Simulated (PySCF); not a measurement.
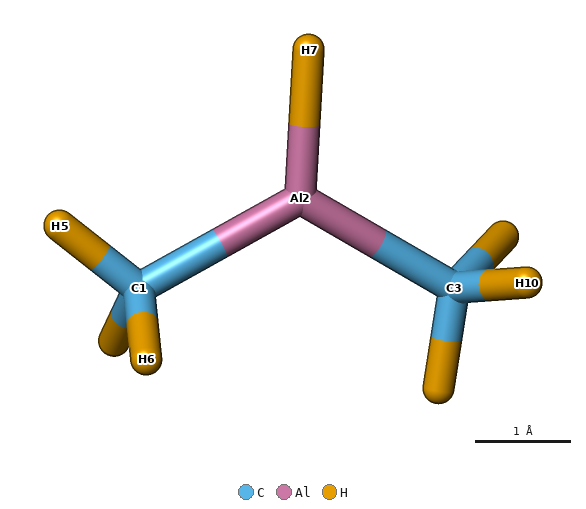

Fig. 1: The structure as given in the input (stick view, seen at a tilt; atoms are numbered from 1 in the order of the input). Sticks mark near contacts. Bond lengths as drawn: Al–C 1.95 Å, Al–H 1.59 Å and C–H 1.09 to 1.26 Å.

## Single-point calculation of C2H7Al

C2H7Al, SMILES [CH3][AlH][CH3], computed with PBE0/def2-SVPD, RKS (PySCF 2.14.0).

A bond length was changed on purpose from its optimised value.

Input (job.py)
```python
from pyscf import gto, dft

molecule = gto.M(
    atom='''
C     -2.388251     2.037903    -1.419154
Al     0.854330     0.333748    -0.952581
C      1.623638    -1.500798     2.158097
H     -3.965983     0.733236    -1.112829
H     -2.611050     2.878642    -3.290928
H     -2.617286     3.549873    -0.021324
H      2.949847     0.441463    -3.115939
H      0.045905    -1.559379     3.489032
H      2.271262    -3.743358     1.689982
H      3.234440    -0.635114     3.130928
''',
    verbose=3,
    charge=0,
    spin=0,
    unit='bohr',
    max_memory=1860,
    basis='def2-svpd',
)

mf = dft.RKS(molecule, xc='pbe0')
mf.grids.level = 5
mf.conv_tol = 1e-10
mf.kernel()
if not mf.converged:
    mf = mf.newton().run(mf.mo_coeff, mf.mo_occ)

e_final = mf.e_tot
print('E(%s) = %.9f' % ('PBE0', e_final))
```

Command:
```bash
OMP_NUM_THREADS=1 python job.py
```

The program's output
```
converged SCF energy = -322.491413560335
E(PBE0) = -322.491413560
```

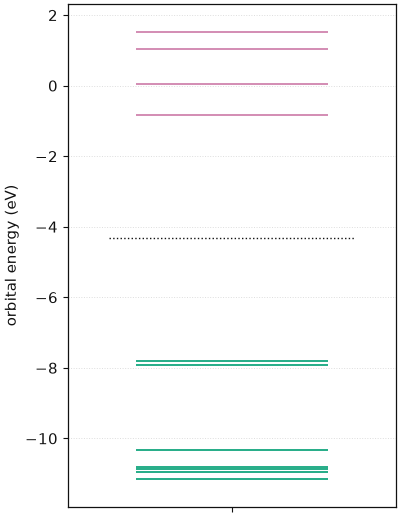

Fig. 2: Orbital energies near the frontier; the dotted line parts filled from empty levels, and levels within 0.02 eV of each other stand side by side. Highest filled −7.81 eV, lowest empty −0.85 eV, 6.96 eV apart.

Results in brief

```json
{"quantity": "outcome", "value": "converged"}
{"quantity": "total energy", "value": "−322.491414 hartree"}
{"quantity": "basis functions", "value": "120"}
{"quantity": "HOMO", "value": "−7.81 eV"}
{"quantity": "LUMO", "value": "−0.85 eV"}
{"quantity": "dipole moment", "value": "0.71 D"}
{"quantity": "hardware", "value": "1 thread of Intel Xeon @ 2.70GHz, 189 GiB of memory available, shared host"}
{"quantity": "wall time", "value": "26 s"}
{"quantity": "peak memory", "value": "0.66 GiB"}
```
